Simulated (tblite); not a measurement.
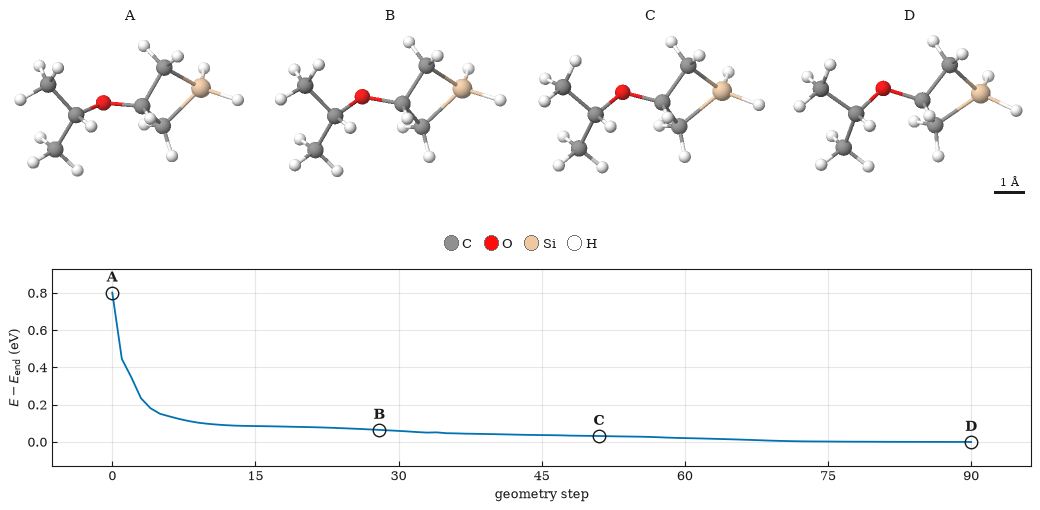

Frames of a relaxation of C6H14OSi, marked on the history of the run. A ball-and-stick model, seen at a tilt.

All numbers below come from GFN2-xTB geometry optimisation, gas phase in tblite 0.8.0. 

**What happens along the run?**

The O atom moves most after the best rigid fit: 0.63 Å. By element the largest moves are O 0.63 Å, H 0.56 Å, C 0.33 Å, Si 0.21 Å. Some distances before and after: C–O 1.353 → 1.415 Å, C–Si 1.847 → 1.907 Å, C–H 1.125 → 1.087 Å, C–O 1.368 → 1.404 Å. Among the angles between lasting bonds that change: O–C–H 119.3° → 109.7°, C–C–O 116.4° → 106.8°, O–C–C 107.1° → 116.4°. Groups turn about C–O by about 40°, C–O by about 35°, C–C by about 25°. After 90 geometry steps the energy has fallen by 0.802 eV. From step 0 to 28: the O atom moves most (0.24 Å), energy −0.737 eV. From step 28 to 51: an H atom moves most (0.44 Å), energy −0.033 eV. From step 51 to 90: an H atom moves most (0.32 Å), energy −0.032 eV.
